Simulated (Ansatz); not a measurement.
# GaH (triplet): wB97M-V, B2PLYP over a scan of the distance Ga1–H2, cc-pVQZ, part 2 of 2

Ansatz 0.2.0, Gaussian basis; cc-pVQZ, all electrons in the functionals, frozen cores in the correlation of double hybrids and RPA. Earlier steps stand in the parts before.

## Step 14: B2PLYP, 1.475 Å

Input file in.yaml:

```yaml
crystal:
  periodic: [false, false, false]
  atoms:
    - {symbol: Ga, position_ang: [0.000000, 0.000000, 0.000000]}
    - {symbol: H, position_ang: [0.000000, 0.000000, 1.475000]}
basis:
  gaussian: {orbitals: cc-pVQZ}
magnetization: {spin_polarized: true, initial_magnetization: 2}
hamiltonian: {xc: {name: B2PLYP}}
correlation: {electrons: outside_noble_gas}
```

Run with:

```bash
$ ansatz run in.yaml --threads 1 --pin off --events-out ev --progress --plain --max-ram 2393MiB
```

The program printed, shortened:

```text
Functional definition: B2PLYP
  name "B2PLYP"
  cite "Grimme, J. Chem. Phys. 124, 034108 (2006) doi:10.1063/1.2148954"
  cite "Becke, Phys. Rev. A 38, 3098 (1988) doi:10.1103/PhysRevA.38.3098"
  cite "Lee, Yang & Parr, Phys. Rev. B 37, 785 (1988) doi:10.1103/PhysRevB.37.785"
[...]
613 factors; integrals over basis functions are off by at most 5.5e-4 eV
[...]
mean field -52380.43440137 eV, -1924.9454595166 hartree, gradient 5.7e-6 eV, S^2 2.006282; 0 other end points of the search recorded, 0 dependent functions left out
14 core orbitals not correlated: weight in the atoms' cores, before any rotation towards them, 0.997 or more for the frozen orbitals, at most 0.003 for the correlated occupied ones
reference -52380.43451694 eV, -1924.9454637637 hartree; 3, 1 occupied and 81, 83 virtual orbitals, 613 factors
second order -1.55069303 eV of doubles, -0.00000000 eV of singles
Total energy: -52380.85320405 eV, -1924.9608502315 hartree
```

Run time: 2.8 s. Hardware: 1 thread of Arm Neoverse V2, shared host.

From the report: ⟨S²⟩ of the determinant 2.006 (pure triplet: 2.00).

## Step 15: B2PLYP, 1.607 Å

in.yaml, as its differences from that of step 14:

```diff
@@ -4,3 +4,3 @@
     - {symbol: Ga, position_ang: [0.000000, 0.000000, 0.000000]}
-    - {symbol: H, position_ang: [0.000000, 0.000000, 1.475000]}
+    - {symbol: H, position_ang: [0.000000, 0.000000, 1.606800]}
 basis:
```

Launched as before.

The program printed, shortened:

```text
Functional definition: B2PLYP
  name "B2PLYP"
  cite "Grimme, J. Chem. Phys. 124, 034108 (2006) doi:10.1063/1.2148954"
  cite "Becke, Phys. Rev. A 38, 3098 (1988) doi:10.1103/PhysRevA.38.3098"
  cite "Lee, Yang & Parr, Phys. Rev. B 37, 785 (1988) doi:10.1103/PhysRevB.37.785"
[...]
607 factors; integrals over basis functions are off by at most 1.4e-3 eV
[...]
mean field -52380.53971095 eV, -1924.9493295724 hartree, gradient 2.2e-6 eV, S^2 2.010117; 0 other end points of the search recorded, 0 dependent functions left out
14 core orbitals not correlated: weight in the atoms' cores, before any rotation towards them, 0.998 or more for the frozen orbitals, at most 0.002 for the correlated occupied ones
reference -52380.53982749 eV, -1924.9493338552 hartree; 3, 1 occupied and 81, 83 virtual orbitals, 607 factors
second order -1.58281753 eV of doubles, -0.00000000 eV of singles
Total energy: -52380.96718822 eV, -1924.9650390725 hartree
```

Run time: 3 s. Hardware: 1 thread of Arm Neoverse V2, shared host.

From the report: ⟨S²⟩ of the determinant 2.010 (pure triplet: 2.00).

## Step 16: B2PLYP, 1.744 Å

in.yaml, as its differences from that of step 15:

```diff
@@ -4,3 +4,3 @@
     - {symbol: Ga, position_ang: [0.000000, 0.000000, 0.000000]}
-    - {symbol: H, position_ang: [0.000000, 0.000000, 1.606800]}
+    - {symbol: H, position_ang: [0.000000, 0.000000, 1.744000]}
 basis:
```

The command is unchanged.

The program printed, shortened:

```text
Functional definition: B2PLYP
  name "B2PLYP"
  cite "Grimme, J. Chem. Phys. 124, 034108 (2006) doi:10.1063/1.2148954"
  cite "Becke, Phys. Rev. A 38, 3098 (1988) doi:10.1103/PhysRevA.38.3098"
  cite "Lee, Yang & Parr, Phys. Rev. B 37, 785 (1988) doi:10.1103/PhysRevB.37.785"
[...]
606 factors; integrals over basis functions are off by at most 1.3e-3 eV
[...]
mean field -52380.46438413 eV, -1924.9465613627 hartree, gradient 5.8e-6 eV, S^2 2.016249; 0 other end points of the search recorded, 0 dependent functions left out
14 core orbitals not correlated: weight in the atoms' cores, before any rotation towards them, 0.999 or more for the frozen orbitals, at most 0.001 for the correlated occupied ones
reference -52380.46450167 eV, -1924.9465656824 hartree; 3, 1 occupied and 81, 83 virtual orbitals, 606 factors
second order -1.60264635 eV of doubles, -0.00000000 eV of singles
Total energy: -52380.89721619 eV, -1924.9624676475 hartree
```

Run time: 3 s. Hardware: 1 thread of Arm Neoverse V2, shared host.

From the report: ⟨S²⟩ of the determinant 2.016 (pure triplet: 2.00).

From 1.607 Å: +6.8 kJ/mol.

## Step 17: B2PLYP, 1.914 Å

in.yaml, as its differences from that of step 16:

```diff
@@ -4,3 +4,3 @@
     - {symbol: Ga, position_ang: [0.000000, 0.000000, 0.000000]}
-    - {symbol: H, position_ang: [0.000000, 0.000000, 1.744000]}
+    - {symbol: H, position_ang: [0.000000, 0.000000, 1.914000]}
 basis:
```

Same command.

The program printed, shortened:

```text
Functional definition: B2PLYP
  name "B2PLYP"
  cite "Grimme, J. Chem. Phys. 124, 034108 (2006) doi:10.1063/1.2148954"
  cite "Becke, Phys. Rev. A 38, 3098 (1988) doi:10.1103/PhysRevA.38.3098"
  cite "Lee, Yang & Parr, Phys. Rev. B 37, 785 (1988) doi:10.1103/PhysRevB.37.785"
[...]
604 factors; integrals over basis functions are off by at most 1.1e-3 eV
[...]
mean field -52380.27976156 eV, -1924.9397766084 hartree, gradient 3.0e-6 eV, S^2 2.024326; 0 other end points of the search recorded, 0 dependent functions left out
14 core orbitals not correlated: weight in the atoms' cores, before any rotation towards them, 0.999 or more for the frozen orbitals, at most 0.000 for the correlated occupied ones
reference -52380.27988084 eV, -1924.9397809919 hartree; 3, 1 occupied and 81, 83 virtual orbitals, 604 factors
second order -1.58813147 eV of doubles, -0.00000000 eV of singles
Total energy: -52380.70867633 eV, -1924.9555389358 hartree
```

It took 2.9 s on 1 thread of Arm Neoverse V2, shared host.

From the report: ⟨S²⟩ of the determinant 2.024 (pure triplet: 2.00).

From 1.607 Å: +24.9 kJ/mol.

## Step 18: B2PLYP, 2.249 Å

in.yaml, as its differences from that of step 17:

```diff
@@ -4,3 +4,3 @@
     - {symbol: Ga, position_ang: [0.000000, 0.000000, 0.000000]}
-    - {symbol: H, position_ang: [0.000000, 0.000000, 1.914000]}
+    - {symbol: H, position_ang: [0.000000, 0.000000, 2.249000]}
 basis:
```

Launched as before.

The program printed, shortened:

```text
Functional definition: B2PLYP
  name "B2PLYP"
  cite "Grimme, J. Chem. Phys. 124, 034108 (2006) doi:10.1063/1.2148954"
  cite "Becke, Phys. Rev. A 38, 3098 (1988) doi:10.1103/PhysRevA.38.3098"
  cite "Lee, Yang & Parr, Phys. Rev. B 37, 785 (1988) doi:10.1103/PhysRevB.37.785"
[...]
603 factors; integrals over basis functions are off by at most 9.2e-4 eV
[...]
mean field -52379.98509614 eV, -1924.9289478539 hartree, gradient 3.6e-6 eV, S^2 2.023098; 2 other end points of the search recorded, 0 dependent functions left out
14 core orbitals not correlated: weight in the atoms' cores, before any rotation towards them, 1.000 or more for the frozen orbitals, at most 0.000 for the correlated occupied ones
reference -52379.98521613 eV, -1924.9289522634 hartree; 3, 1 occupied and 81, 83 virtual orbitals, 603 factors
second order -1.47199104 eV of doubles, -0.00000000 eV of singles
Total energy: -52380.38265371 eV, -1924.9435578252 hartree
```

It took 3.3 s on 1 thread of Arm Neoverse V2, shared host.

From the report: ⟨S²⟩ of the determinant 2.023 (pure triplet: 2.00).

From 1.607 Å: +56.4 kJ/mol.

## Step 19: B2PLYP, 2.620 Å

in.yaml, as its differences from that of step 18:

```diff
@@ -4,3 +4,3 @@
     - {symbol: Ga, position_ang: [0.000000, 0.000000, 0.000000]}
-    - {symbol: H, position_ang: [0.000000, 0.000000, 2.249000]}
+    - {symbol: H, position_ang: [0.000000, 0.000000, 2.620000]}
 basis:
```

The command is unchanged.

The program printed, shortened:

```text
Functional definition: B2PLYP
  name "B2PLYP"
  cite "Grimme, J. Chem. Phys. 124, 034108 (2006) doi:10.1063/1.2148954"
  cite "Becke, Phys. Rev. A 38, 3098 (1988) doi:10.1103/PhysRevA.38.3098"
  cite "Lee, Yang & Parr, Phys. Rev. B 37, 785 (1988) doi:10.1103/PhysRevB.37.785"
[...]
598 factors; integrals over basis functions are off by at most 1.8e-3 eV
[...]
mean field -52379.86003456 eV, -1924.9243519257 hartree, gradient 1.7e-6 eV, S^2 2.011122; 2 other end points of the search recorded, 0 dependent functions left out
14 core orbitals not correlated: weight in the atoms' cores, before any rotation towards them, 1.000 or more for the frozen orbitals, at most 0.000 for the correlated occupied ones
reference -52379.86015737 eV, -1924.9243564389 hartree; 3, 1 occupied and 81, 83 virtual orbitals, 598 factors
second order -1.36855049 eV of doubles, -0.00000000 eV of singles
Total energy: -52380.22966600 eV, -1924.9379356307 hartree
```

Wall time 3.6 s (1 thread of Arm Neoverse V2, shared host).

From the report: ⟨S²⟩ of the determinant 2.011 (pure triplet: 2.00).

From 1.607 Å: +71.2 kJ/mol.

## Step 20: B2PLYP, 3.002 Å

in.yaml, as its differences from that of step 19:

```diff
@@ -4,3 +4,3 @@
     - {symbol: Ga, position_ang: [0.000000, 0.000000, 0.000000]}
-    - {symbol: H, position_ang: [0.000000, 0.000000, 2.620000]}
+    - {symbol: H, position_ang: [0.000000, 0.000000, 3.002000]}
 basis:
```

Same command.

The program printed, shortened:

```text
Functional definition: B2PLYP
  name "B2PLYP"
  cite "Grimme, J. Chem. Phys. 124, 034108 (2006) doi:10.1063/1.2148954"
  cite "Becke, Phys. Rev. A 38, 3098 (1988) doi:10.1103/PhysRevA.38.3098"
  cite "Lee, Yang & Parr, Phys. Rev. B 37, 785 (1988) doi:10.1103/PhysRevB.37.785"
[...]
596 factors; integrals over basis functions are off by at most 7.6e-4 eV
[...]
mean field -52379.82190588 eV, -1924.9229507225 hartree, gradient 2.9e-6 eV, S^2 2.006619; 2 other end points of the search recorded, 0 dependent functions left out
14 core orbitals not correlated: weight in the atoms' cores, before any rotation towards them, 1.000 or more for the frozen orbitals, at most 0.000 for the correlated occupied ones
reference -52379.82203009 eV, -1924.9229552872 hartree; 3, 1 occupied and 81, 83 virtual orbitals, 596 factors
second order -1.31697971 eV of doubles, -0.00000000 eV of singles
Total energy: -52380.17761461 eV, -1924.9360227774 hartree
```

Run time: 3.7 s. Hardware: 1 thread of Arm Neoverse V2, shared host.

From the report: ⟨S²⟩ of the determinant 2.007 (pure triplet: 2.00).

From 1.607 Å: +76.2 kJ/mol.

## Step 21: B2PLYP, 3.474 Å

in.yaml, as its differences from that of step 20:

```diff
@@ -4,3 +4,3 @@
     - {symbol: Ga, position_ang: [0.000000, 0.000000, 0.000000]}
-    - {symbol: H, position_ang: [0.000000, 0.000000, 3.002000]}
+    - {symbol: H, position_ang: [0.000000, 0.000000, 3.474000]}
 basis:
```

The command is unchanged.

The program printed, shortened:

```text
Functional definition: B2PLYP
  name "B2PLYP"
  cite "Grimme, J. Chem. Phys. 124, 034108 (2006) doi:10.1063/1.2148954"
  cite "Becke, Phys. Rev. A 38, 3098 (1988) doi:10.1103/PhysRevA.38.3098"
  cite "Lee, Yang & Parr, Phys. Rev. B 37, 785 (1988) doi:10.1103/PhysRevB.37.785"
[...]
596 factors; integrals over basis functions are off by at most 9.4e-4 eV
[...]
mean field -52379.80682834 eV, -1924.9223966333 hartree, gradient 2.7e-6 eV, S^2 2.005505; 2 other end points of the search recorded, 0 dependent functions left out
14 core orbitals not correlated: weight in the atoms' cores, before any rotation towards them, 1.000 or more for the frozen orbitals, at most 0.000 for the correlated occupied ones
reference -52379.80695786 eV, -1924.9224013931 hartree; 3, 1 occupied and 81, 83 virtual orbitals, 596 factors
second order -1.28958057 eV of doubles, -0.00000000 eV of singles
Total energy: -52380.15514462 eV, -1924.9351970204 hartree
```

It took 4.4 s on 1 thread of Arm Neoverse V2, shared host.

From the report: ⟨S²⟩ of the determinant 2.006 (pure triplet: 2.00).

From 1.607 Å: +78.4 kJ/mol.

## Step 22: B2PLYP, 4.370 Å

in.yaml, as its differences from that of step 21:

```diff
@@ -4,3 +4,3 @@
     - {symbol: Ga, position_ang: [0.000000, 0.000000, 0.000000]}
-    - {symbol: H, position_ang: [0.000000, 0.000000, 3.474000]}
+    - {symbol: H, position_ang: [0.000000, 0.000000, 4.370000]}
 basis:
```

Same command.

The program printed, shortened:

```text
Functional definition: B2PLYP
  name "B2PLYP"
  cite "Grimme, J. Chem. Phys. 124, 034108 (2006) doi:10.1063/1.2148954"
  cite "Becke, Phys. Rev. A 38, 3098 (1988) doi:10.1103/PhysRevA.38.3098"
  cite "Lee, Yang & Parr, Phys. Rev. B 37, 785 (1988) doi:10.1103/PhysRevB.37.785"
[...]
596 factors; integrals over basis functions are off by at most 7.4e-4 eV
[...]
mean field -52379.80058740 eV, -1924.9221672830 hartree, gradient 1.7e-6 eV, S^2 2.005250; 2 other end points of the search recorded, 0 dependent functions left out
14 core orbitals not correlated: weight in the atoms' cores, before any rotation towards them, 1.000 or more for the frozen orbitals, at most 0.000 for the correlated occupied ones
reference -52379.80073015 eV, -1924.9221725290 hartree; 3, 1 occupied and 81, 83 virtual orbitals, 596 factors
second order -1.27449537 eV of doubles, -0.00000000 eV of singles
Total energy: -52380.14484390 eV, -1924.9348184760 hartree
```

It took 4.8 s on 1 thread of Arm Neoverse V2, shared host.

From the report: ⟨S²⟩ of the determinant 2.005 (pure triplet: 2.00).

From 1.607 Å: +79.3 kJ/mol.

## Step 23: B2PLYP, 5.369 Å

in.yaml, as its differences from that of step 22:

```diff
@@ -4,3 +4,3 @@
     - {symbol: Ga, position_ang: [0.000000, 0.000000, 0.000000]}
-    - {symbol: H, position_ang: [0.000000, 0.000000, 4.370000]}
+    - {symbol: H, position_ang: [0.000000, 0.000000, 5.369000]}
 basis:
```

Launched as before.

The program printed, shortened:

```text
Functional definition: B2PLYP
  name "B2PLYP"
  cite "Grimme, J. Chem. Phys. 124, 034108 (2006) doi:10.1063/1.2148954"
  cite "Becke, Phys. Rev. A 38, 3098 (1988) doi:10.1103/PhysRevA.38.3098"
  cite "Lee, Yang & Parr, Phys. Rev. B 37, 785 (1988) doi:10.1103/PhysRevB.37.785"
[...]
597 factors; integrals over basis functions are off by at most 3.8e-4 eV
[...]
mean field -52379.80073727 eV, -1924.9221727905 hartree, gradient 1.4e-8 eV, S^2 2.005207; 2 other end points of the search recorded, 0 dependent functions left out
14 core orbitals not correlated: weight in the atoms' cores, before any rotation towards them, 1.000 or more for the frozen orbitals, at most 0.000 for the correlated occupied ones
reference -52379.80088515 eV, -1924.9221782252 hartree; 3, 1 occupied and 81, 83 virtual orbitals, 597 factors
second order -1.27144248 eV of doubles, -0.00000000 eV of singles
Total energy: -52380.14417462 eV, -1924.9347938805 hartree
```

Run time: 9 s. Hardware: 1 thread of Arm Neoverse V2, shared host.

From the report: ⟨S²⟩ of the determinant 2.005 (pure triplet: 2.00).

From 1.607 Å: +79.4 kJ/mol.

## Step 24: Against the wave-function levels

The yardstick is full CI for this spin, exact in this basis with these frozen cores. It comes from earlier runs at the same points. Energies in kJ/mol, counted from 1.607 Å; blanks weren't run or aren't comparable.

```
  level  1.298 Å  1.475 Å  1.607 Å  1.744 Å  1.914 Å  2.249 Å  2.620 Å  3.002 Å  3.474 Å  4.370 Å  5.369 Å
    FCI     89.1     12.9      0.0      6.4     26.1     62.9     80.6     86.1     88.3     89.6     89.9
wB97M-V     75.0      8.5      0.0      8.7     28.2     59.6     72.9     76.7     77.5     77.3     77.5
 B2PLYP     81.9     11.0      0.0      6.8     24.9     56.4     71.2     76.2     78.4     79.3     79.4
```

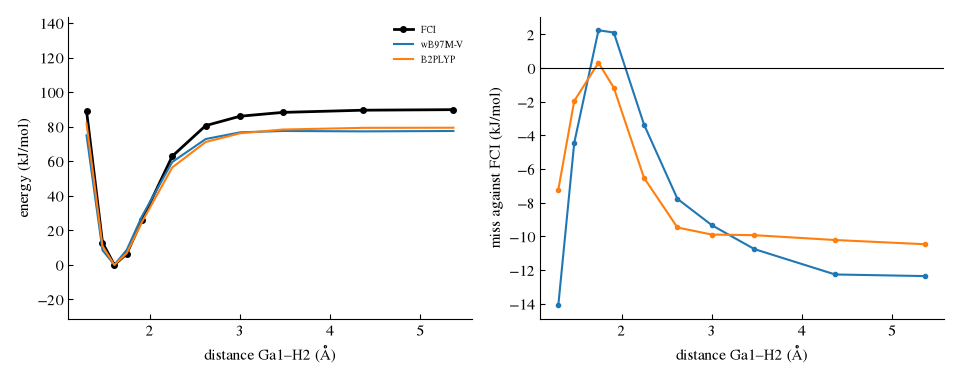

Left: the curves (the axis may cut off levels that run far away). Right: misses against FCI, in the same colours.

Largest miss and mean time a point (FCI took 40 s a point; shared hosts):

| level | largest miss (kJ/mol) | where | time a point |
| --- | --- | --- | --- |
| wB97M-V | -14.1 | 1.298 Å | 14 s |
| B2PLYP | -10.5 | 5.369 Å | 4 s |

## Step 25: Summary of results

What follows sums up all 2 parts.

```
             quantity                   value
span of the FCI curve             89.9 kJ/mol
largest miss, wB97M-V  -14.1 kJ/mol (1.298 Å)
 largest miss, B2PLYP  -10.5 kJ/mol (5.369 Å)
```

**Reading.** Of the functionals, B2PLYP keep the smallest largest miss at the points compared (at most 10.5 kJ/mol) and wB97M-V strays most (14.1 kJ/mol, at 1.298 Å). Functionals and the yardstick converge differently with the basis, so part of each miss in cc-pVQZ is the basis.
